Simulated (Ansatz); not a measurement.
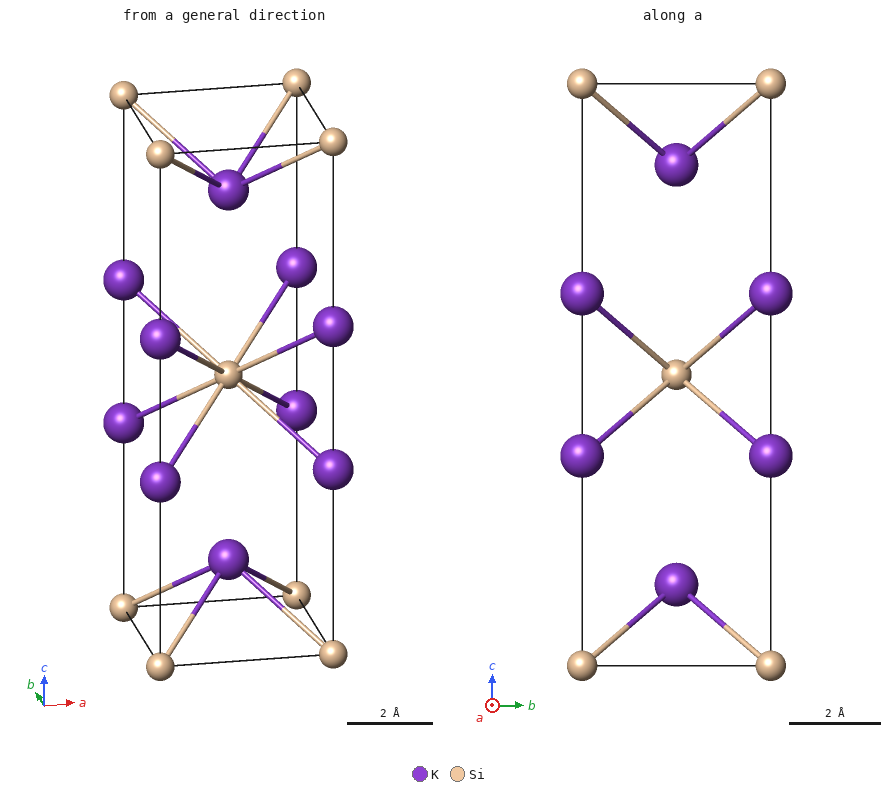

The figure gives a ball-and-stick picture of the atoms, viewed from a general direction and along the a axis. The wireframe shows the conventional unit cell.

Cell constants: a = 4.18 Å, b = 4.18 Å, c = 12.91 Å, α = 90.00°, β = 90.00°, γ = 90.00°.

Bonds shown: K–Si up to 4.08 Å (cut-off distances).

> Find the formula by counting the atoms in the cell.

K2Si. The cell holds 4 K, 2 Si, counting shared atoms by their share.

> Lattice type?

Body-centred tetragonal.

> What is the Hermann-Mauguin symbol of the space group?

I4/mmm (No. 139), with K on 4e and Si on 2a.

> What extended units do the bonds make?

The bonds build K2Si layers parallel to (001).

The structure was taken from a textbook structure type filled with these elements (whether it is the usual form wasn't checked). The structure drawn was relaxed with DFT PBE, scalar-relativistic, plane waves, PAW in Ansatz 0.2.0.
